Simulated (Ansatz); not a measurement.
# C₂H₂ with AsH₃: superposition error and deformation, part 3 of 3

Ansatz 0.2.0, Gaussian basis. The steps go on from the part before.

### 25 B97M-V/def2-TZVPPD

The inputs:

free-a/in.yaml

```yaml
crystal:
  periodic: [false, false, false]
  atoms:
    - {symbol: C, position_ang: [-0.228477, 0.268026, -2.031417]}
    - {symbol: C, position_ang: [0.725768, -0.407935, -1.775968]}
    - {symbol: H, position_ang: [-1.077331, 0.869202, -2.258795]}
    - {symbol: H, position_ang: [1.574100, -1.009177, -1.546851]}
basis:
  gaussian: {orbitals: "def2-TZVPPD.json"}
hamiltonian: {xc: {name: B97M-V}}
```

free-b/in.yaml

```yaml
crystal:
  periodic: [false, false, false]
  atoms:
    - {symbol: As, position_ang: [0.260735, -0.276361, 1.744365]}
    - {symbol: H, position_ang: [-0.189647, -0.038776, 3.178408]}
    - {symbol: H, position_ang: [0.092286, 1.194447, 1.392724]}
    - {symbol: H, position_ang: [-1.157436, -0.599526, 1.297533]}
basis:
  gaussian: {orbitals: "def2-TZVPPD.json"}
hamiltonian: {xc: {name: B97M-V}}
```

The same command starts each run, in its folder.

Command:

```bash
> ansatz run in.yaml --threads 4 --pin off --events-out ev --progress --plain --max-ram 9574MiB
```

Log of free-a (excerpt; [...] marks lines left out):

```text
Functional definition: B97M-V
  name "B97M-V"
  cite "Mardirossian & Head-Gordon, J. Chem. Phys. 142, 074111 (2015) doi:10.1063/1.4907719"
  cite "Becke, J. Chem. Phys. 107, 8554 (1997) doi:10.1063/1.475007"
  cite "Vydrov & Van Voorhis, J. Chem. Phys. 133, 244103 (2010) doi:10.1063/1.3521275"
  # Of w^i u^j: cxij and so on, Table III.
[...]
  gx(w, u) = cx00 + cx01*u + cx02*u^2 + (cx10 + cx11*u)*w
[...]
  gos(w, u) = cos00 + cos01*u + cos03*u^3 + cos10*w + cos32*w^3*u^2
[...]
      + integral(e_c_pw_mod_opposite_spin*gos(b97_w_opposite, b97_u_opposite)) + vv10(b, c)
466 factors; their error is unknown
[...]
mean field -2105.06365439 eV, -77.3596624353 hartree, gradient 4.9e-5 eV, S^2 0.000000; 0 other end points of the search recorded, 0 dependent functions left out
reference -2105.06369410 eV, -77.3596638946 hartree; 7, 7 occupied and 101, 101 virtual orbitals, 466 factors
Total energy: -2105.06369410 eV, -77.3596638946 hartree
```

Output in free-b (excerpt; [...] marks lines left out):

```text
[... 5 set-up lines as earlier in the session ...]
  # Of w^i u^j: cxij and so on, Table III.
[...]
  gx(w, u) = cx00 + cx01*u + cx02*u^2 + (cx10 + cx11*u)*w
[...]
  gos(w, u) = cos00 + cos01*u + cos03*u^3 + cos10*w + cos32*w^3*u^2
[...]
      + integral(e_c_pw_mod_opposite_spin*gos(b97_w_opposite, b97_u_opposite)) + vv10(b, c)
584 factors; their error is unknown
[...]
mean field -60878.68954723 eV, -2237.2505758027 hartree, gradient 3.1e-5 eV, S^2 0.000000; 0 other end points of the search recorded, 0 dependent functions left out
reference -60878.68958962 eV, -2237.2505773607 hartree; 18, 18 occupied and 87, 87 virtual orbitals, 584 factors
Total energy: -60878.68958962 eV, -2237.2505773607 hartree
```

They took 1.1 s (free-a), 1.6 s (free-b) on 4 threads of Arm Neoverse V1, shared host.

### 26 HSE06-D4/def2-TZVPPD

Each input of step 25 (free-a, free-b) changes in the same lines:

```diff
-hamiltonian: {xc: {name: B97M-V}}
+hamiltonian: {xc: hse06, dispersion: d4}
```

Each run has its own folder and the same command.

Command:

```bash
> ansatz run in.yaml --threads 4 --pin off --events-out ev --progress --plain --max-ram 9574MiB
```

free-a printed (excerpt; [...] marks lines left out):

```text
[... 6 set-up lines as earlier in the session ...]
[...]
466 factors; their error is unknown
48 factors; integrals over basis functions are off by at most 7.5e-5 eV
[...]
mean field -2102.14718054 eV, -77.2524839982 hartree, gradient 4.6e-5 eV, S^2 0.000000; 0 other end points of the search recorded, 0 dependent functions left out
reference -2102.14720800 eV, -77.2524850074 hartree; 7, 7 occupied and 101, 101 virtual orbitals, 466 factors
Total energy: -2102.16924662 eV, -77.2532949119 hartree
```

Output in free-b (excerpt; [...] marks lines left out):

```text
[... 6 set-up lines as earlier in the session ...]
[...]
614 factors; their error is unknown
56 factors; integrals over basis functions are off by at most 3.4e-6 eV
[...]
mean field -60882.40728423 eV, -2237.3872001175 hartree, gradient 1.0e-5 eV, S^2 0.000000; 0 other end points of the search recorded, 0 dependent functions left out
reference -60882.40731480 eV, -2237.3872012409 hartree; 18, 18 occupied and 87, 87 virtual orbitals, 614 factors
Total energy: -60882.43222167 eV, -2237.3881165516 hartree
```

Wall times: 0.5 s (free-a), 0.65 s (free-b) on 4 threads of Arm Neoverse V1, shared host.

### 27 CCSD(T)/def2-TZVPPD

Each input of step 26 (free-a, free-b) changes in the same lines:

```diff
-hamiltonian: {xc: hse06, dispersion: d4}
+correlation: {method: ccsd_t}
```

One command serves all of them, each in its own folder.

Command:

```bash
> ansatz run in.yaml --threads 4 --pin off --events-out ev --progress --plain --max-ram 9574MiB
```

Log of free-a (excerpt; [...] marks lines left out):

```text
[... 4 set-up lines as earlier in the session ...]
[...]
630 factors; integrals over basis functions are off by at most 6.7e-4 eV
[...]
mean field -2091.26102215 eV, -76.8524250563 hartree, gradient 7.9e-7 eV, S^2 0.000000; 0 other end points of the search recorded, 0 dependent functions left out
2 core orbitals not correlated: weight in the atoms' cores, before any rotation towards them, 1.000 or more for the frozen orbitals, at most 0.000 for the correlated occupied ones
reference -2091.26102215 eV, -76.8524250563 hartree; 5, 5 occupied and 101, 101 virtual orbitals, 630 factors
second order -8.40265897 eV of doubles, -0.00000000 eV of singles
cycle   1  -8.41667193 eV  change   -1.4e-2 eV  update   7.1e-2
[...]
cycle   9  -8.73845236 eV  change    2.0e-6 eV  update   3.1e-6
perturbative correction -0.44267708 eV, -0.0162680826 hartree
Total energy: -2100.44215158 eV, -77.1898253398 hartree
```

free-b printed (excerpt; [...] marks lines left out):

```text
[... 4 set-up lines as earlier in the session ...]
[...]
602 factors; integrals over basis functions are off by at most 7.8e-4 eV
[...]
mean field -60842.79960810 eV, -2235.9316448669 hartree, gradient 2.8e-6 eV, S^2 0.000000; 0 other end points of the search recorded, 0 dependent functions left out
9 core orbitals not correlated: weight in the atoms' cores, before any rotation towards them, 1.000 or more for the frozen orbitals, at most 0.000 for the correlated occupied ones
reference -60842.79960810 eV, -2235.9316448669 hartree; 9, 9 occupied and 87, 87 virtual orbitals, 602 factors
second order -7.86327530 eV of doubles, -0.00000000 eV of singles
cycle   1  -8.03526236 eV  change   -1.7e-1 eV  update   6.8e-2
[...]
cycle   8  -8.34659862 eV  change   -1.5e-5 eV  update   1.8e-5
perturbative correction -0.26806993 eV, -0.0098513881 hartree
Total energy: -60851.41427665 eV, -2236.2482280968 hartree
```

They took 1.2 s (free-a), 1.9 s (free-b) on 4 threads of Arm Neoverse V1, shared host.

### 28 The split

| method | interaction with counterpoise (kJ/mol) | without | superposition error | deformation | binding energy |
| --- | --- | --- | --- | --- | --- |
| PBE-D4 | -6.98 | -7.52 | 0.54 | 0.10 | -6.88 |
| revPBE-D4 | -6.46 | -7.08 | 0.63 | 0.09 | -6.37 |
| BLYP-D4 | -5.93 | -6.49 | 0.56 | 0.08 | -5.85 |
| r2SCAN-D4 | -5.54 | -5.95 | 0.41 | 0.07 | -5.47 |
| B97M-V | -5.97 | -6.49 | 0.52 | 0.01 | -5.96 |
| PBE0-D4 | -6.59 | -7.03 | 0.44 | 0.03 | -6.56 |
| B3LYP-D4 | -6.25 | -6.71 | 0.46 | 0.03 | -6.23 |
| HSE06-D4 | -6.57 | -7.00 | 0.43 | 0.03 | -6.54 |
| wB97X-V | -5.69 | -6.12 | 0.43 | -0.08 | -5.77 |
| wB97M-V | -5.73 | -6.32 | 0.59 | 0.00 | -5.73 |
| B2PLYP | -1.59 | -2.54 | 0.95 | -0.05 | -1.65 |
| Hartree-Fock | 2.12 | 1.70 | 0.42 | -0.29 | 1.82 |
| MP2 | -5.52 | -7.67 | 2.15 | -0.14 | -5.66 |
| CCSD | -3.15 | -5.06 | 1.91 | -0.11 | -3.26 |
| CCSD(T) | -4.21 | -6.28 | 2.06 | -0.10 | -4.31 |

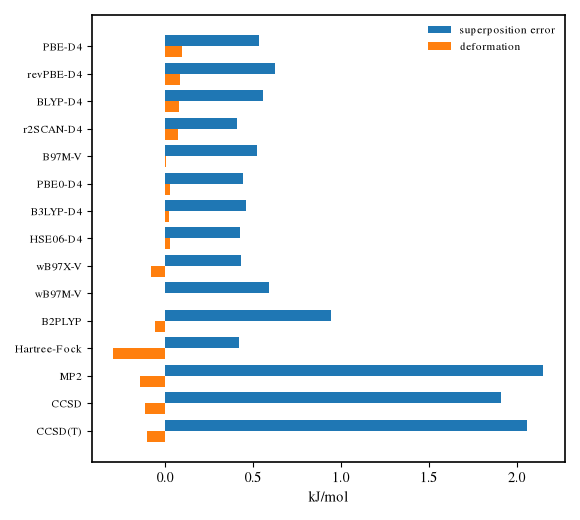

Superposition error and deformation energy by method.

### 29 What came out

The summary covers parts 1 to 3.

```
            quantity         value
interaction, CCSD(T)  -4.21 kJ/mol
 superposition error   2.06 kJ/mol
         deformation  -0.10 kJ/mol
      binding energy  -4.31 kJ/mol
```

In this basis the superposition error is 2.06 kJ/mol for CCSD(T) and 0.51 kJ/mol on average for the plain functionals: correlated methods borrow far more, since they need many more functions to converge. The free shapes are PBE0-D4 minima, so other methods can show a small negative deformation energy.
